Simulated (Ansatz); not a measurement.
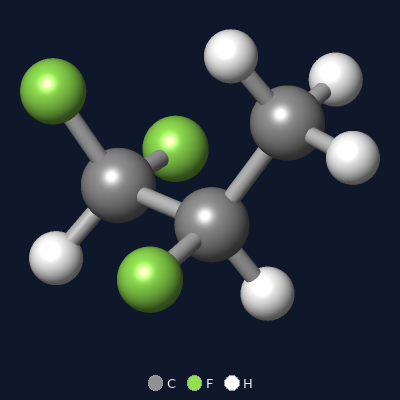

Structure of C₃H₅F₃, SMILES C[C@@H](F)C(F)F.

Kohn-Sham orbital energies near the frontier, r2SCAN/def2-TZVPP with the Ansatz code, at a PBE0-D4/def2-TZVP geometry (a minimum by its frequencies), isolated molecule; empty levels in grey, levels within 0.03 eV side by side.

Q: Where do the frontier orbitals lie?

A: HOMO at −8.11 eV, LUMO at 1.08 eV, 9.19 eV apart.

Q: List the levels.

A:
```csv
orbital,energy (eV)
LUMO+2,2.09
LUMO+1,1.35
LUMO,1.08
HOMO,−8.11
HOMO−1,−8.70
HOMO−2,−9.63
HOMO−3,−10.08
HOMO−4,−10.19
HOMO−5,−10.25
HOMO−6,−10.72
```

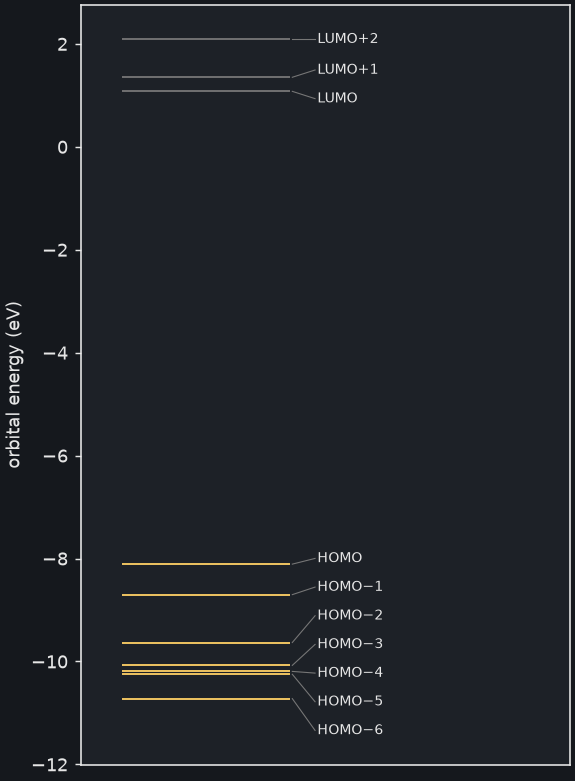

Known limits of this run: one conformer of a flexible molecule; empty levels above zero depend strongly on the basis.
